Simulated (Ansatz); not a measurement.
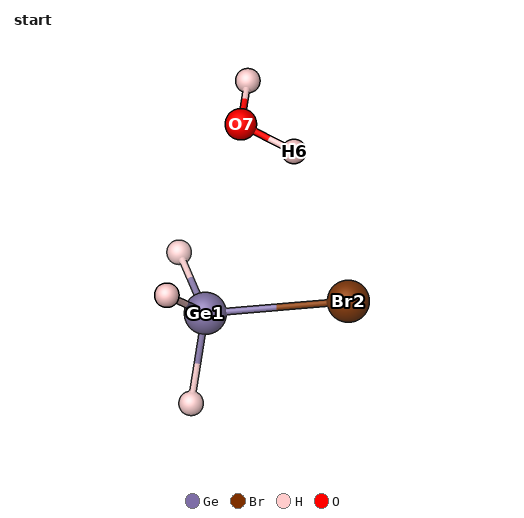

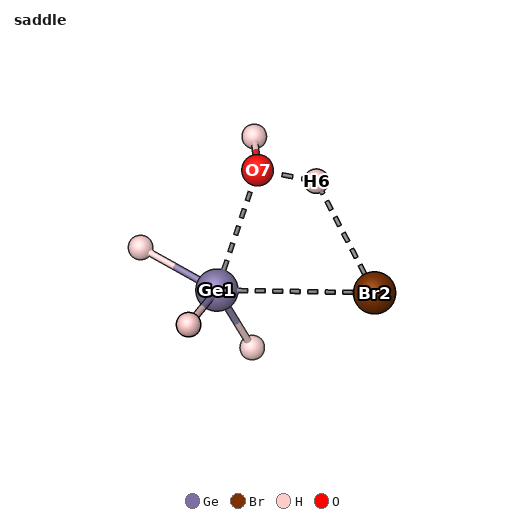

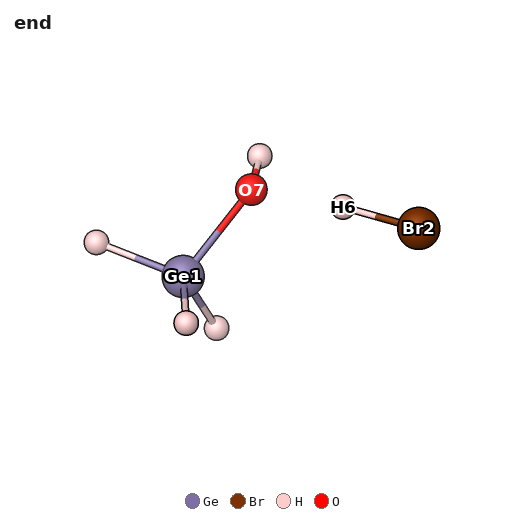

A saddle point and the two end points reached downhill from it. Broken sticks mark bonds that form or break. The species is neutral and a spin singlet. Geometries: PBE0-D4/def2-TZVP; all other levels are single points on them, and energies count from the start as drawn. Program: Ansatz 0.2.0. In CBS estimates cores are frozen, and CCSD(T) − MP2 is taken in the smaller basis.

Question: Which bonds form and which break from start to end?

Answer: Formed: Ge1–O7, Br2–H6; broken: Ge1–Br2, H6–O7. At the saddle point Ge1···O7 is 2.05 Å, Br2···H6 is 2.09 Å, Ge1···Br2 is 2.72 Å, H6···O7 is 1.00 Å.

Give the electronic barrier and the reaction energy from start to end in eV (no zero-point energy) with CCSD(T)/CBS (MP2 limit from def2-TZVPP and def2-QZVPP plus CCSD(T) − MP2).

```
                                                                    level  barrier  reaction energy
CCSD(T)/CBS (MP2 limit from def2-TZVPP and def2-QZVPP plus CCSD(T) − MP2)    1.118           +0.566
```
